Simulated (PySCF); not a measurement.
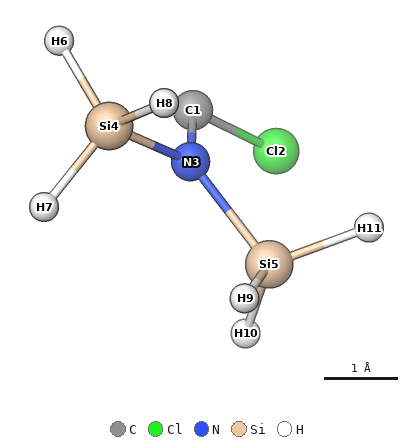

**Figure 1.** The starting structure (ball-and-stick view, seen at a tilt; atoms are numbered from 1 in the order of the input). Bond lengths as drawn: C–Cl 1.72 Å, C–N 1.28 Å, H–Si 1.44 to 1.48 Å and N–Si 1.73 to 1.80 Å.

# Run report: CH$_{6}$ClNSi$_{2}$, geometry relaxation

System: CH$_{6}$ClNSi$_{2}$.
Method: PBE0-D3(BJ)/def2-SVP geometry optimisation, gas phase (PySCF 2.14.0).

## The input
```
{"job": {"xc": "PBE0", "basis": "def2-SVP", "d3": "d3bj", "grid": 2, "kind": "geom", "shake": 0.01}, "charge": 0, "multiplicity": 1}
C     -0.610645     1.606163    -0.072155
Cl     0.717640     2.698746    -0.108922
N     -0.241198     0.381995    -0.027713
Si    -1.507376    -0.794857     0.016353
Si     1.505609    -0.065320     0.005772
H     -2.765730    -0.008830    -0.044994
H     -1.331368    -1.675313    -1.134061
H     -1.366084    -1.542348     1.259849
H      1.458868    -1.513019     0.094754
H      2.101332     0.391675    -1.223188
H      2.071639     0.492608     1.244604
```

The first line tells a small driver script what to run in PySCF; the rest is the geometry in Å.

Run on 1 CPU thread, shared host.

Run as:
```bash
OMP_NUM_THREADS=1 python <driver script> task.json out
```

## The program's output
```
step   0  E = -1134.68946469  max force = 0.046064
step   1  E = -1134.70052003  max force = 0.005894
step   2  E = -1134.70072878  max force = 0.002837
step   3  E = -1134.70084779  max force = 0.001338
step   4  E = -1134.70085435  max force = 0.000637
step   5  E = -1134.70085548  max force = 0.000169
optimisation converged
```

## Trajectory as extended XYZ (Å, eV, eV/Å), 6 frames, from step=0 to step=5
```
11
Properties=species:S:1:pos:R:3:forces:R:3 step=0 energy=-30876.47304
C    -0.6107    1.6062   -0.0722   -2.3687   2.1431  -0.0938
Cl    0.7176    2.6987   -0.1089    0.9256   0.8076  -0.0287
N    -0.2412    0.3820   -0.0277    2.1598  -1.1109   0.0197
Si   -1.5074   -0.7949    0.0163   -1.4708  -0.1445  -0.0265
Si    1.5056   -0.0653    0.0058   -0.1447   0.0671   0.6437
H    -2.7657   -0.0088   -0.0450   -0.0850  -0.2201   0.0081
H    -1.3314   -1.6753   -1.1341    0.0406  -0.4600  -0.4638
H    -1.3661   -1.5424    1.2598    0.0210  -0.4318   0.5364
H     1.4589   -1.5130    0.0948    0.0729  -0.8508  -0.0238
H     2.1013    0.3917   -1.2232    0.5556   0.1659  -0.7232
H     2.0716    0.4926    1.2446    0.2936   0.0345   0.1518
11
Properties=species:S:1:pos:R:3:forces:R:3 step=1 energy=-30876.77387
C    -0.5774    1.9258    0.1222   -0.1936   0.2455  -0.0232
Cl    0.7876    3.0752    0.0834    0.0283  -0.1423   0.0111
N    -0.1332    0.6828    0.1748    0.3031  -0.0094   0.0258
Si   -1.4646   -0.5232    0.2198   -0.0505  -0.2920   0.0084
Si    1.6145    0.1540    0.2201    0.0277   0.1525  -0.0098
H    -2.7703    0.1688    0.1610   -0.0090   0.0464  -0.0031
H    -1.2734   -1.4486   -0.9374   -0.0027   0.0490   0.0033
H    -1.3131   -1.3176    1.4757   -0.0008   0.0465  -0.0055
H     1.5328   -1.3332    0.2728   -0.0357  -0.0114   0.0272
H     2.3169    0.5843   -1.0130   -0.0171  -0.0242  -0.0780
H     2.2888    0.6941    1.4288   -0.0497  -0.0606   0.0438
11
Properties=species:S:1:pos:R:3:forces:R:3 step=2 energy=-30876.77955
C    -0.5775    1.9425    0.1192   -0.0340   0.0384   0.0011
Cl    0.8316    3.0342    0.0923    0.0145   0.1459  -0.0115
N    -0.1420    0.6942    0.1738    0.0361  -0.0970   0.0127
Si   -1.4591   -0.5343    0.2201   -0.0072  -0.1140  -0.0022
Si    1.6036    0.1704    0.2171    0.0353   0.0904  -0.0179
H    -2.7691    0.1533    0.1612    0.0014   0.0252  -0.0008
H    -1.2575   -1.4502   -0.9404   -0.0088   0.0183  -0.0017
H    -1.2972   -1.3187    1.4791   -0.0070   0.0200  -0.0007
H     1.5035   -1.3161    0.2777   -0.0096  -0.0217   0.0113
H     2.3013    0.5880   -1.0261   -0.0123  -0.0467  -0.0133
H     2.2711    0.6992    1.4340   -0.0084  -0.0588   0.0232
11
Properties=species:S:1:pos:R:3:forces:R:3 step=3 energy=-30876.78279
C    -0.5847    1.9434    0.1207   -0.0009  -0.0637  -0.0008
Cl    0.8051    3.0620    0.0863    0.0242   0.0114   0.0006
N    -0.1361    0.6968    0.1757   -0.0078   0.0688   0.0011
Si   -1.4518   -0.5376    0.2202   -0.0058   0.0035   0.0001
Si    1.6078    0.1700    0.2173   -0.0283   0.0225  -0.0232
H    -2.7579    0.1598    0.1614    0.0087  -0.0079   0.0008
H    -1.2518   -1.4471   -0.9442   -0.0023  -0.0036  -0.0056
H    -1.2917   -1.3178    1.4806   -0.0031  -0.0037   0.0040
H     1.4863   -1.3161    0.2798    0.0194  -0.0094   0.0014
H     2.3065    0.5713   -1.0315   -0.0088  -0.0124   0.0177
H     2.2769    0.6776    1.4417    0.0048  -0.0056   0.0040
11
Properties=species:S:1:pos:R:3:forces:R:3 step=4 energy=-30876.78296
C    -0.5835    1.9450    0.1204   -0.0149  -0.0327  -0.0007
Cl    0.8090    3.0616    0.0867    0.0151   0.0059  -0.0001
N    -0.1375    0.6983    0.1759    0.0062   0.0267   0.0027
Si   -1.4522   -0.5376    0.2200   -0.0013  -0.0024  -0.0011
Si    1.6057    0.1707    0.2174   -0.0068   0.0073  -0.0021
H    -2.7586    0.1580    0.1614   -0.0013   0.0010   0.0002
H    -1.2522   -1.4467   -0.9451    0.0001   0.0015  -0.0006
H    -1.2926   -1.3187    1.4802    0.0002   0.0009  -0.0004
H     1.4898   -1.3163    0.2807    0.0039  -0.0015   0.0007
H     2.3041    0.5702   -1.0309   -0.0013  -0.0033  -0.0007
H     2.2766    0.6777    1.4413    0.0002  -0.0033   0.0020
11
Properties=species:S:1:pos:R:3:forces:R:3 step=5 energy=-30876.78300
C    -0.5842    1.9445    0.1205   -0.0029  -0.0071  -0.0016
Cl    0.8094    3.0609    0.0863    0.0079   0.0087   0.0002
N    -0.1374    0.6986    0.1766   -0.0026  -0.0012   0.0029
Si   -1.4525   -0.5372    0.2197   -0.0021  -0.0030  -0.0009
Si    1.6056    0.1710    0.2178    0.0025  -0.0003   0.0030
H    -2.7586    0.1590    0.1615   -0.0007   0.0002   0.0003
H    -1.2526   -1.4452   -0.9462    0.0002   0.0008   0.0001
H    -1.2932   -1.3190    1.4796    0.0006   0.0001  -0.0006
H     1.4916   -1.3162    0.2817   -0.0023   0.0012   0.0000
H     2.3034    0.5691   -1.0310    0.0005   0.0007  -0.0033
H     2.2772    0.6770    1.4418   -0.0012   0.0000   0.0000
```

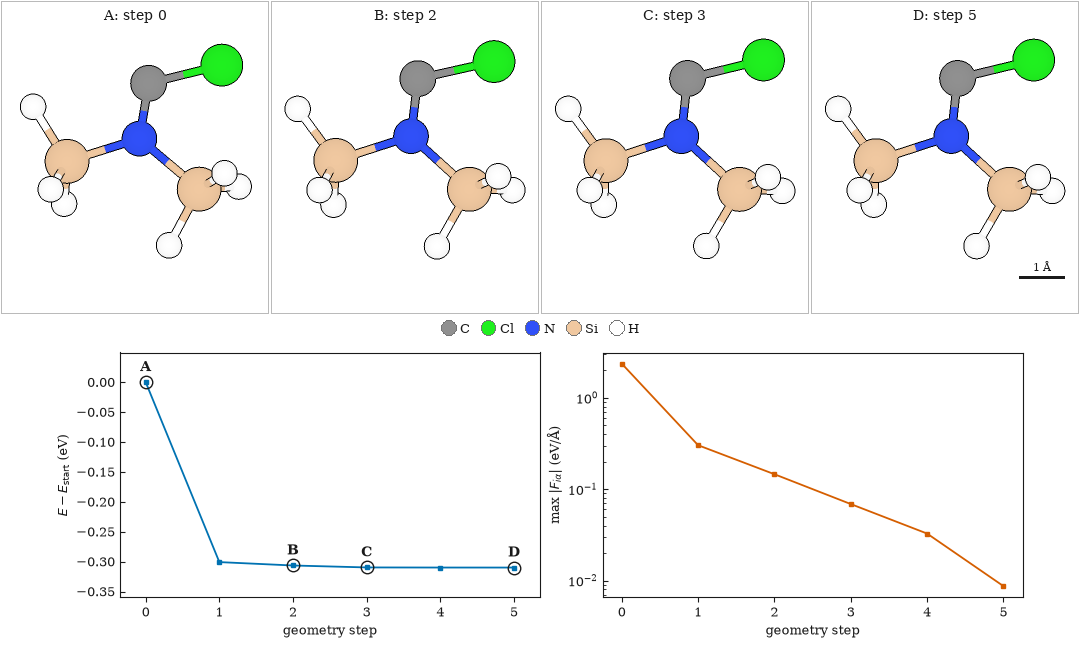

**Figure 2.** Frames of the relaxation (ball-and-stick view, seen on its broad side) above the curves, on which the letters mark them (steps are counted from 0).

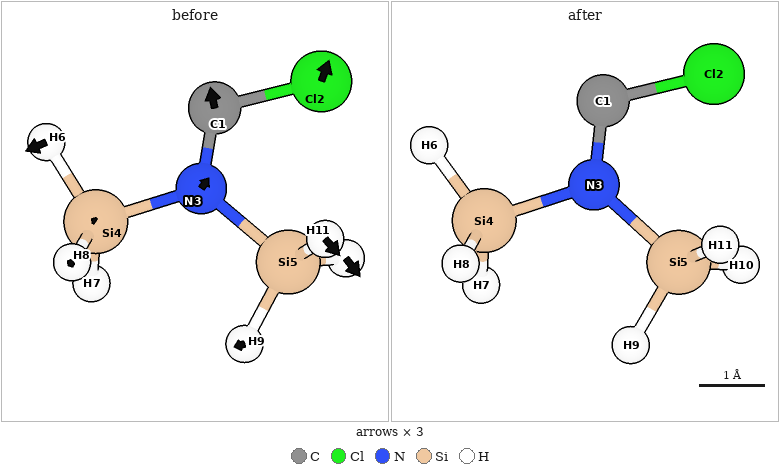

**Figure 3.** Before (left) and after (right) the relaxation, at one scale (ball-and-stick view, seen on its broad side). The black arrows give the displacements, magnified 3 times. The largest moves after the best rigid fit, 0.13 Å, are those of Cl2, H6, H10 and H11. By element the largest moves are H 0.13 Å, Cl 0.12 Å, C 0.12 Å, N 0.07 Å, Si 0.03 Å. Distances before and after: N3–Si4 1.729 → 1.805 Å, C1–Cl2 1.720 → 1.786 Å, C1–N3 1.279 → 1.325 Å, Si5–H10 1.440 → 1.485 Å. Among the angles that change: C1–N3–Si5 121.2° → 126.6°, Cl2–C1–N3 112.7° → 109.0°, N3–Si4–H6 105.0° → 108.6°. Over 5 geometry steps the energy falls by 0.310 eV. The largest force component goes from 2.4 to 0.0087 eV/Å. (Atoms are counted from 1 in the order of the input.)

## Summary

| quantity | value |
| --- | --- |
| outcome | converged |
| total energy | −1134.700855 hartree |
| dipole moment | 3.09 D |
| point group | Cs |
| wall time | 36 s |
| peak memory | 0.58 GiB |
